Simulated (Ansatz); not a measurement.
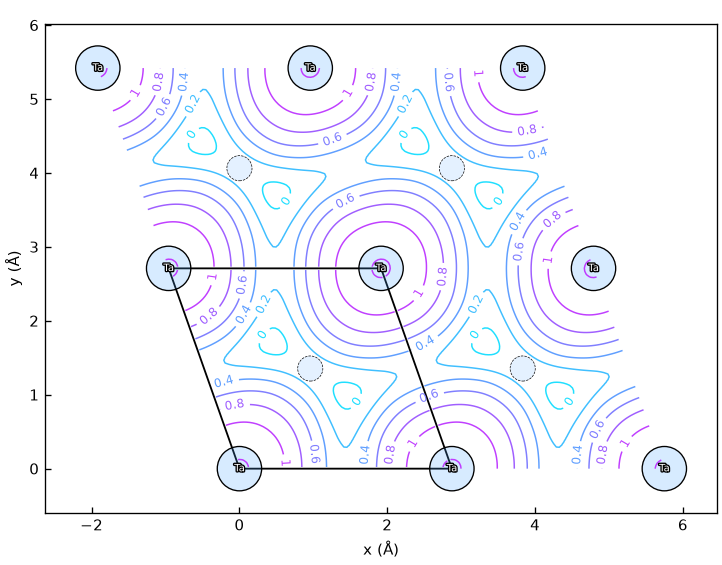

Energy landscape of H on a Ta(110) slab cut from the Im-3m phase, its upper half relaxed before the scan (12 atoms of substrate and one adsorbate in a 2 × 2 cell). H is moved over the surface cell; relaxed at each place: the height of the adsorbate's atoms; substrate rigid; the origin of the map has the adsorbate above Ta9. Places are given modulo a cell vector. The map is drawn in real space over the plane of the surface. The grid has 6 × 6 points; 13 points were computed and 23 follow by symmetry. Places are given in fractions of the 1 × 1 surface cell. Energies: eV, counted from the lowest grid point. These are results of Ansatz, DFT PBE, scalar-relativistic, plane waves, PAW, not measurements. Settings: cutoff 420 eV, k-mesh 5×5×1, gaussian smearing 0.1 eV, no spin polarisation.

Drawn: contour lines labelled in eV, labelled circles for the atoms of the top layer and small ones for the second layer, the outline of one cell of the 2 × 2 shown. Between grid points the surface is interpolated. 

> What does the map say about the system?

The lowest grid point is at (2/6, 4/6) of the cell vectors [nearest 1 Ta at 1.91 Å]; the map holds 2 wells of about this depth. The bottom of the well lies between grid points, at about (0.36, 0.64) of the cell vectors, about 0.053 eV lower on the interpolated surface. The highest grid point, the top site over a surface Ta atom, (0/6, 0/6) of the cell vectors, lies 1.21 eV above the lowest. On the interpolated surface the easiest way out of the lowest well to a well of about the same depth near (4/6, 2/6) of the cell vectors [nearest 1 Ta at 1.91 Å] passes a barrier of about 0.14 eV, counted from the interpolated bottom of the well. At the lowest point the adsorbate has 1 Ta at 1.91 Å as nearest neighbours, at the highest 1 Ta at 1.85 Å. Its relaxed height above the top atom is 1.10 Å at the lowest and 1.85 Å at the highest point.

The values on the grid:

```csv
"second ↓, first →",0/6,1/6,2/6,3/6,4/6,5/6
5/6,1.08,0.87,0.39,0.23,0.76,1.06
4/6,0.68,0.39,0.00,0.17,0.61,0.76
3/6,0.22,0.23,0.17,0.09,0.17,0.23
2/6,0.68,0.76,0.61,0.17,0.00,0.39
1/6,1.08,1.06,0.76,0.23,0.39,0.87
0/6,1.21,1.08,0.68,0.22,0.68,1.08
```

Each point was launched as `ansatz run input.yaml --threads 4 --pin off --max-ram 12288MiB --backend cpu --events-out ev --progress --plain --runs-dir out`. The whole map (13 points run) took 25 min on 4 threads of Arm Neoverse N1 (shared host).

PAW datasets: the set soft_1.
